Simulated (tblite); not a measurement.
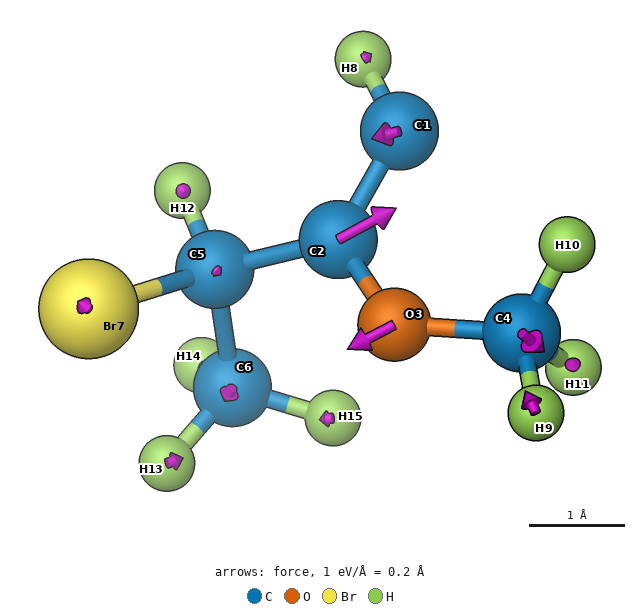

Starting geometry of C₅H₈BrO (multiplicity 2) with the computed forces as purple arrows. The picture is a ball-and-stick view, seen at a tilt.

Method: tblite 0.8.0, GFN2-xTB geometry optimisation, gas phase. 

Question: What follows when this structure is relaxed?

Answer: It isn't relaxed: the largest force vector, on C2, is 3.68 eV/Å. The final displacements have little in common with the starting forces (cosine between the two patterns 0.19). The energy falls by 86.2 kJ/mol in 136 geometry steps. The largest move after the best rigid fit is that of H15, 1.14 Å. Largest moves by element: H 1.14 Å, O 0.40 Å, Br 0.34 Å, C 0.19 Å. Among the contacts that change: C5–Br7 1.925 → 1.972 Å, C4–H9 1.134 → 1.088 Å, C4–H11 1.136 → 1.095 Å, C2–O3 1.389 → 1.361 Å. Bond angles that change, for instance: C2–C1–H8 122.0° → 137.6°, C2–O3–C4 127.5° → 114.9°, O3–C2–C5 121.6° → 110.9°. Groups turn about C5–C6 by about 60°, C2–O3 by about 25°. Cost: 0.71 s on 1 thread of Arm Neoverse V2 (shared host).
